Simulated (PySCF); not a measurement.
# Geometry relaxation, with input and output: GaP2H5F2 (part 1 of 2)

The run: geometry relaxation of GaP2H5F2. Method and program: PBE0-D3(BJ)/def2-SVP geometry optimisation, gas phase (PySCF 2.14.0).

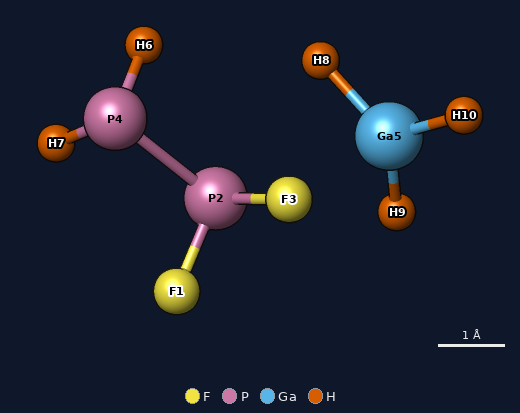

**Figure 1.** The structure as given in the input (ball-and-stick view, seen on its broad side; atoms are numbered from 1 in the order of the input). Sticks mark near contacts.

## The input
```
{"job": {"xc": "PBE0", "basis": "def2-SVP", "d3": "d3bj", "grid": 1, "maxiter": 30, "shake": 0.01, "kind": "geom"}, "charge": 0, "multiplicity": 1}
F      1.428590     1.220910    -1.602250
P      0.721730     0.126460    -0.663120
F     -0.485030     1.229310    -0.195220
P      2.044930     0.415290     1.076700
Ga    -2.008180    -0.404980    -0.193910
H      1.544990    -0.775130     1.637050
H      3.053460    -0.236760     0.387870
H     -1.067570    -1.219600     0.791650
H     -1.930680    -0.678450    -1.688480
H     -3.251800     0.302030     0.428660
```

The first line tells a small driver script what to run in PySCF; the rest is the geometry in Å.

Machine: 1 CPU thread, shared host.

Run as:
```bash
OMP_NUM_THREADS=1 python <driver script> task.json out
```

## What the program printed
```
step   0  E = -2808.93000733  max force = 0.017110
step   1  E = -2808.93698079  max force = 0.005150
step   2  E = -2808.93782819  max force = 0.004813
step   3  E = -2808.93828563  max force = 0.004096
step   4  E = -2808.93902153  max force = 0.002979
step   5  E = -2808.93929055  max force = 0.001657
step   6  E = -2808.93954516  max force = 0.002314
step   7  E = -2808.93968885  max force = 0.001028
step   8  E = -2808.93974697  max force = 0.000478
step   9  E = -2808.93981275  max force = 0.001015
step  10  E = -2808.93992795  max force = 0.002319
step  11  E = -2808.94007139  max force = 0.006978
step  12  E = -2808.94021959  max force = 0.002652
step  13  E = -2808.94047207  max force = 0.002114
step  14  E = -2808.94002109  max force = 0.003433
step  15  E = -2808.94080249  max force = 0.000952
step  16  E = -2808.94086097  max force = 0.000913
step  17  E = -2808.94092061  max force = 0.000589
step  18  E = -2808.94096273  max force = 0.000441
step  19  E = -2808.94102455  max force = 0.000914
step  20  E = -2808.94109932  max force = 0.001286
step  21  E = -2808.94117645  max force = 0.001234
step  22  E = -2808.94121511  max force = 0.000684
step  23  E = -2808.94124023  max force = 0.000486
step  24  E = -2808.94125417  max force = 0.000611
step  25  E = -2808.94126436  max force = 0.000461
step  26  E = -2808.94126650  max force = 0.000102
optimisation converged
```

## Trajectory as extended XYZ (Å, eV, eV/Å), 27 frames, from step=0 to step=26
```
10
Properties=species:S:1:pos:R:3:forces:R:3 step=0 energy=-76434.87873
F     1.4286    1.2209   -1.6022    0.3528   0.0097  -0.2947
P     0.7217    0.1265   -0.6631    0.1008   0.6645  -0.2221
F    -0.4850    1.2293   -0.1952    0.0328  -0.6547   0.0465
P     2.0449    0.4153    1.0767   -0.6414   0.8798   0.6059
Ga   -2.0082   -0.4050   -0.1939   -0.6936   0.0328   0.7984
H     1.5450   -0.7751    1.6370   -0.0784  -0.4085   0.2977
H     3.0535   -0.2368    0.3879    0.7862  -0.5138  -0.5488
H    -1.0676   -1.2196    0.7916    0.1320   0.0028  -0.0138
H    -1.9307   -0.6784   -1.6885    0.0538  -0.1497  -0.7655
H    -3.2518    0.3020    0.4287   -0.0450   0.1371   0.0965
10
Properties=species:S:1:pos:R:3:forces:R:3 step=1 energy=-76435.06849
F     1.5714    1.2542   -1.6337    0.0004  -0.0405   0.1109
P     0.8325    0.1448   -0.7243   -0.2073   0.2648  -0.1512
F    -0.4624    1.1268   -0.2709    0.2630  -0.2235  -0.0802
P     2.0634    0.4443    1.0962    0.0956   0.0009  -0.0188
Ga   -2.1307   -0.4340   -0.1505    0.1783  -0.0097  -0.0787
H     1.5681   -0.7678    1.6718    0.0100   0.0017  -0.0234
H     3.1196   -0.2326    0.3927   -0.0394   0.0580   0.1300
H    -1.0844   -1.2241    0.7587   -0.1224  -0.0403   0.0111
H    -1.9907   -0.6944   -1.7016   -0.1713  -0.0238   0.0835
H    -3.3085    0.3585    0.5040   -0.0069   0.0124   0.0168
10
Properties=species:S:1:pos:R:3:forces:R:3 step=2 energy=-76435.09155
F     1.6187    1.2859   -1.6339    0.0157  -0.0125   0.0333
P     0.8742    0.1587   -0.7565   -0.0201   0.1259  -0.0783
F    -0.4274    1.1166   -0.3046    0.0428  -0.1248  -0.0229
P     2.0712    0.4591    1.0919    0.0195  -0.0055  -0.0130
Ga   -2.1176   -0.4116   -0.1498   -0.0499  -0.2475  -0.0075
H     1.5623   -0.7492    1.6618   -0.0119  -0.0041  -0.0026
H     3.1448   -0.2254    0.4327    0.0162   0.0332   0.0632
H    -1.1259   -1.2644    0.7576   -0.0025   0.0519  -0.0008
H    -2.0664   -0.7200   -1.6921   -0.0527   0.0557   0.0051
H    -3.3051    0.3514    0.5218    0.0429   0.1276   0.0235
10
Properties=species:S:1:pos:R:3:forces:R:3 step=3 energy=-76435.10400
F     1.7202    1.3581   -1.6366    0.0766   0.0762  -0.1196
P     0.9783    0.1847   -0.8306   -0.0259   0.0297   0.1681
F    -0.3576    1.0654   -0.3856   -0.1010  -0.1420  -0.0192
P     2.0873    0.4909    1.0818   -0.1008   0.0080  -0.0077
Ga   -2.1641   -0.5023   -0.1515   -0.0031   0.2106   0.1718
H     1.5438   -0.7065    1.6393   -0.0503  -0.0179   0.0231
H     3.2012   -0.2079    0.5299    0.1241  -0.0250  -0.0409
H    -1.1814   -1.3077    0.7937    0.0365  -0.0813  -0.1530
H    -2.2409   -0.7052   -1.7000    0.0744  -0.1343  -0.0633
H    -3.2483    0.3779    0.5574   -0.0306   0.0761   0.0407
10
Properties=species:S:1:pos:R:3:forces:R:3 step=4 energy=-76435.12402
F     1.7078    1.3595   -1.6441   -0.0139   0.0629  -0.0177
P     0.9840    0.1748   -0.8340    0.0806  -0.1532   0.0225
F    -0.3811    1.0122   -0.3951   -0.0534   0.0872   0.0152
P     2.0808    0.4913    1.0823   -0.0467   0.0204   0.0058
Ga   -2.1642   -0.4712   -0.1407   -0.0286   0.0811   0.0775
H     1.5314   -0.7031    1.6433   -0.0330  -0.0053  -0.0064
H     3.2074   -0.2051    0.5421    0.0270   0.0093  -0.0175
H    -1.1699   -1.3201    0.7491    0.0164  -0.0715  -0.0187
H    -2.2285   -0.7236   -1.6856   -0.0115  -0.0594  -0.0516
H    -3.2436    0.4144    0.5794    0.0630   0.0285  -0.0091
10
Properties=species:S:1:pos:R:3:forces:R:3 step=5 energy=-76435.13134
F     1.7048    1.3671   -1.6454   -0.0152   0.0108  -0.0047
P     0.9901    0.1719   -0.8401    0.0852  -0.0619  -0.0096
F    -0.3827    1.0041   -0.4084   -0.0718   0.0471   0.0202
P     2.0639    0.4992    1.0854   -0.0167  -0.0063  -0.0026
Ga   -2.1583   -0.4627   -0.1342   -0.0236  -0.0028  -0.0093
H     1.5063   -0.6968    1.6370    0.0027   0.0005  -0.0081
H     3.2063   -0.1876    0.5598   -0.0234   0.0123   0.0094
H    -1.1681   -1.3566    0.7180    0.0157  -0.0158   0.0279
H    -2.2451   -0.7487   -1.6768   -0.0343   0.0027  -0.0072
H    -3.2069    0.4486    0.5993    0.0815   0.0133  -0.0159
10
Properties=species:S:1:pos:R:3:forces:R:3 step=6 energy=-76435.13827
F     1.7008    1.3843   -1.6501   -0.0364  -0.0329   0.0309
P     1.0070    0.1680   -0.8566    0.1190  -0.0302  -0.0535
F    -0.3917    0.9663   -0.4380   -0.0518   0.0666   0.0095
P     2.0330    0.5138    1.0899    0.0060  -0.0045   0.0058
Ga   -2.1428   -0.4639   -0.1313   -0.0427  -0.0643  -0.0618
H     1.4688   -0.6856    1.6280    0.0176   0.0013  -0.0078
H     3.2005   -0.1601    0.6019   -0.0485   0.0101   0.0080
H    -1.1672   -1.4093    0.6851    0.0156   0.0191   0.0304
H    -2.3068   -0.7694   -1.6675   -0.0229   0.0273   0.0314
H    -3.1147    0.5040    0.6287    0.0441   0.0076   0.0071
10
Properties=species:S:1:pos:R:3:forces:R:3 step=7 energy=-76435.14218
F     1.7169    1.4010   -1.6539   -0.0048  -0.0300   0.0185
P     1.0368    0.1679   -0.8767    0.0245   0.0228  -0.0173
F    -0.3832    0.9419   -0.4790   -0.0291  -0.0153  -0.0136
P     2.0094    0.5277    1.0940    0.0069   0.0048   0.0096
Ga   -2.1440   -0.4787   -0.1283    0.0008  -0.0072  -0.0529
H     1.4416   -0.6759    1.6182    0.0119  -0.0021  -0.0052
H     3.1938   -0.1378    0.6408   -0.0157  -0.0022   0.0005
H    -1.1709   -1.4490    0.6625    0.0135   0.0263   0.0124
H    -2.3777   -0.7777   -1.6558   -0.0130   0.0125   0.0270
H    -3.0368    0.5414    0.6579    0.0048  -0.0096   0.0210
10
Properties=species:S:1:pos:R:3:forces:R:3 step=8 energy=-76435.14376
F     1.7264    1.4032   -1.6547    0.0047  -0.0053   0.0002
P     1.0527    0.1619   -0.8872    0.0014  -0.0014   0.0029
F    -0.3831    0.9177   -0.5082   -0.0022   0.0031  -0.0200
P     1.9968    0.5332    1.0954   -0.0061   0.0043   0.0086
Ga   -2.1417   -0.4801   -0.1281   -0.0020   0.0021  -0.0201
H     1.4301   -0.6731    1.6137    0.0033  -0.0050   0.0017
H     3.1883   -0.1289    0.6583    0.0033  -0.0016  -0.0054
H    -1.1661   -1.4572    0.6515    0.0130   0.0135  -0.0039
H    -2.4192   -0.7733   -1.6476   -0.0059  -0.0052   0.0113
H    -2.9996    0.5538    0.6778   -0.0094  -0.0046   0.0246
10
Properties=species:S:1:pos:R:3:forces:R:3 step=9 energy=-76435.14555
F     1.7478    1.3999   -1.6581    0.0256   0.0186  -0.0150
P     1.0720    0.1546   -0.9012   -0.0522  -0.0178   0.0217
F    -0.3792    0.8994   -0.5562    0.0225  -0.0094  -0.0138
P     1.9780    0.5379    1.0976   -0.0152   0.0001   0.0059
Ga   -2.1417   -0.4801   -0.1249    0.0070   0.0206   0.0138
H     1.4165   -0.6738    1.6087   -0.0056  -0.0017   0.0017
H     3.1795   -0.1167    0.6778    0.0165   0.0047  -0.0076
H    -1.1541   -1.4620    0.6335    0.0161   0.0051  -0.0164
H    -2.4713   -0.7686   -1.6328   -0.0049  -0.0165  -0.0056
H    -2.9618    0.5624    0.7103   -0.0098  -0.0036   0.0152
10
Properties=species:S:1:pos:R:3:forces:R:3 step=10 energy=-76435.14869
F     1.7921    1.3794   -1.6640    0.0500   0.0419  -0.0357
P     1.0994    0.1329   -0.9265   -0.1192  -0.0229   0.0457
F    -0.3752    0.8674   -0.6577    0.0583  -0.0243  -0.0080
P     1.9249    0.5446    1.1021   -0.0255  -0.0182  -0.0117
Ga   -2.1355   -0.4735   -0.1165    0.0237   0.0274   0.0582
H     1.3816   -0.6816    1.5975   -0.0106   0.0025   0.0079
H     3.1517   -0.0827    0.7139    0.0238   0.0175   0.0004
H    -1.1149   -1.4665    0.5837    0.0153  -0.0040  -0.0320
H    -2.5774   -0.7599   -1.5935   -0.0065  -0.0204  -0.0217
H    -2.8744    0.5792    0.7813   -0.0094   0.0006  -0.0032
10
Properties=species:S:1:pos:R:3:forces:R:3 step=11 energy=-76435.15259
F     1.9384    1.2981   -1.6705    0.1188   0.0843  -0.0614
P     1.1730    0.0563   -1.0014   -0.3588   0.0105   0.0522
F    -0.3415    0.7687   -0.9988    0.1041  -0.1334   0.0618
P     1.7162    0.5569    1.1025   -0.0039  -0.0695  -0.0434
Ga   -2.1103   -0.4473   -0.0833    0.1622   0.0248   0.1348
H     1.2553   -0.7163    1.5600   -0.0169   0.0126   0.0164
H     3.0272    0.0469    0.8312    0.0264   0.0512   0.0243
H    -1.0041   -1.4875    0.3893   -0.0175  -0.0112  -0.0665
H    -2.9109   -0.7177   -1.3980   -0.0030   0.0082  -0.0627
H    -2.5395    0.6313    0.9751   -0.0113   0.0225  -0.0556
10
Properties=species:S:1:pos:R:3:forces:R:3 step=12 energy=-76435.15662
F     1.8571    1.3143   -1.6711    0.0508   0.0404  -0.0311
P     1.1093    0.0840   -0.9583   -0.1364  -0.0371   0.0319
F    -0.3814    0.8281   -0.8257    0.0834  -0.0051  -0.0060
P     1.8078    0.5452    1.1073   -0.0222  -0.0398  -0.0235
Ga   -2.1096   -0.4522   -0.0999    0.0268   0.0154   0.0740
H     1.3195   -0.7102    1.5859   -0.0074   0.0108   0.0144
H     3.0828   -0.0101    0.7642    0.0128   0.0352   0.0121
H    -1.0286   -1.4632    0.4768    0.0094  -0.0148  -0.0328
H    -2.7352   -0.7369   -1.5077   -0.0121  -0.0082  -0.0185
H    -2.7093    0.6038    0.8943   -0.0051   0.0033  -0.0205
10
Properties=species:S:1:pos:R:3:forces:R:3 step=13 energy=-76435.16349
F     1.8889    1.2642   -1.6711    0.0417   0.0330  -0.0252
P     1.0994    0.0498   -0.9729   -0.1087  -0.0485   0.0100
F    -0.3889    0.8105   -0.9210    0.0728   0.0076   0.0040
P     1.7283    0.5403    1.1084   -0.0157  -0.0430  -0.0169
Ga   -2.0876   -0.4371   -0.0895    0.0153   0.0123   0.0554
H     1.2839   -0.7319    1.5838   -0.0017   0.0126   0.0167
H     3.0324    0.0400    0.7899    0.0042   0.0397   0.0132
H    -0.9779   -1.4617    0.4053    0.0090  -0.0160  -0.0263
H    -2.8165   -0.7163   -1.4476   -0.0107  -0.0012  -0.0094
H    -2.5999    0.6191    0.9521   -0.0063   0.0035  -0.0214
10
Properties=species:S:1:pos:R:3:forces:R:3 step=14 energy=-76435.15122
F     2.0099    1.0480   -1.6390   -0.0182   0.0424  -0.0674
P     1.0512   -0.0968   -1.0259   -0.0476  -0.0584  -0.0640
F    -0.3761    0.7435   -1.2762   -0.0374  -0.0820   0.1765
P     1.4123    0.4989    1.0936    0.0336  -0.0007   0.0242
Ga   -2.0082   -0.3720   -0.0479    0.0472   0.0031  -0.0416
H     1.1691   -0.8158    1.5919    0.0135  -0.0049   0.0021
H     2.8037    0.2495    0.8667   -0.0056   0.0394   0.0390
H    -0.8389   -1.4452    0.1116   -0.0234   0.0027  -0.0063
H    -3.0883   -0.6196   -1.1514    0.0213   0.0321  -0.0341
H    -2.1638    0.6712    1.1121    0.0166   0.0263  -0.0284
```
